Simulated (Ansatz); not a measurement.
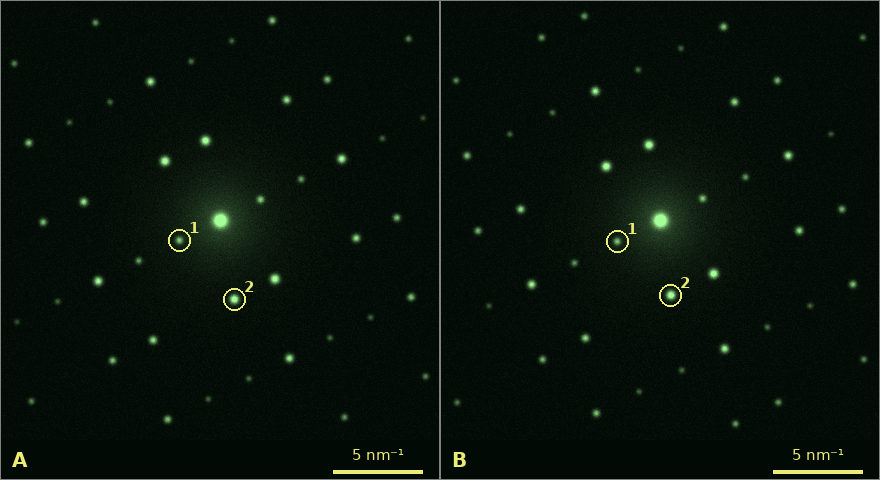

Kinematic electron diffraction patterns (200 kV, B = 0.5 Å², same scale) along [011] of the run's own cell, for the start and the end of one relaxation of Ga2W with Ansatz 0.2.0, DFT PBE, scalar-relativistic, plane waves, PAW. k mesh 12×12×16. The start is a generated model structure, and the relaxation ends in the nearest stationary point of its symmetry, not necessarily the ground state. Spot 1 is -1 0 0 and spot 2 is 0 -1 1 in both.

Start structure:

```
CELL_PARAMETERS angstrom
4.26811 0.00000 0.00000
-2.13406 3.69629 0.00000
0.00000 0.00000 3.00204
ATOMIC_POSITIONS crystal
Ga 0.33333 0.66667 0.50000
Ga 0.66667 0.33333 0.50000
W 0.00000 0.00000 0.00000
```

Question: Which pattern belongs to the start structure, and which to the relaxed one?

Answer: B is the start: its cell gives d(1) = 3.696 Å, d(2) = 2.330 Å and an angle of 71.6°. A is the relaxed structure, with d(1) = 3.894 Å (+5.4 %), d(2) = 2.193 Å (-5.9 %) and 73.6°.

Question: What did the relaxation do to the structure and the energy?

Answer: The volume changed by -1.8 % to 15.50 Å³ an atom; the fractional coordinates hardly changed; the space group stayed P6/mmm (No. 191); the free energy fell by 210 meV an atom. Relaxed cell: a = 4.497 Å, b = 4.497 Å, c = 2.655 Å, α = 90.00°, β = 90.00°, γ = 120.00°.
